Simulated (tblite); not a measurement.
C₂H₅FP₂Si₂: relaxed scan

C₂H₅FP₂Si₂, computed with GFN2-xTB relaxed scan under a harmonic restraint, gas phase (tblite 0.8.0).

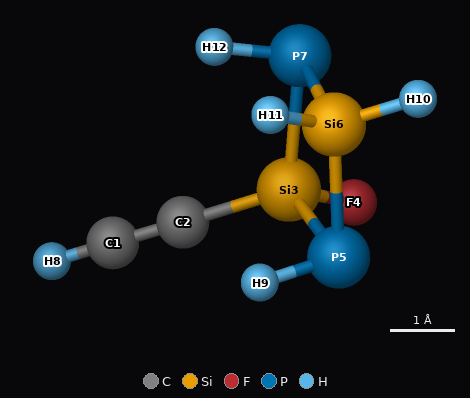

Figure 1. The structure (ball-and-stick view, seen at a tilt; atoms are numbered from 1 in the order of the input).

The input:
```
{"job": {"xc": "GFN2-xTB", "basis": "xTB", "coordinate": [["t", [11, 5, 2, 6], 0.3333333333333333], ["t", [5, 2, 11, 6], 0.3333333333333333], ["t", [2, 11, 5, 6], 0.3333333333333333]], "kind": "drive"}, "charge": 0, "multiplicity": 1}
C      3.188333     0.127986     0.130780
C      2.092667    -0.345854    -0.010224
Si     0.378836    -1.006978    -0.213763
F      0.506637    -2.579345    -0.560029
P     -0.909478     0.017554    -1.772490
Si    -2.181634     0.524277     0.042519
P     -1.020446    -0.723576     1.547001
H      4.156587     0.522904     0.250191
H     -0.176623     1.191903    -1.781681
H     -3.532779    -0.007538    -0.120852
H     -2.193425     1.952519     0.361178
H     -0.307477     0.325463     2.101342
```

The first line tells a small driver script what to run in tblite; the rest is the geometry in Å.

Launch command:
```bash
OMP_NUM_THREADS=1 python <driver script> task.json out
```

Output:
```
point  coordinate     E/eV
  0     53.800     -545.02540
  1     62.300     -544.81569
```

Key numbers:

- outcome: converged
- hardware: 1 CPU thread, shared host
- wall time: 0.7 s
- peak memory: 0.18 GiB
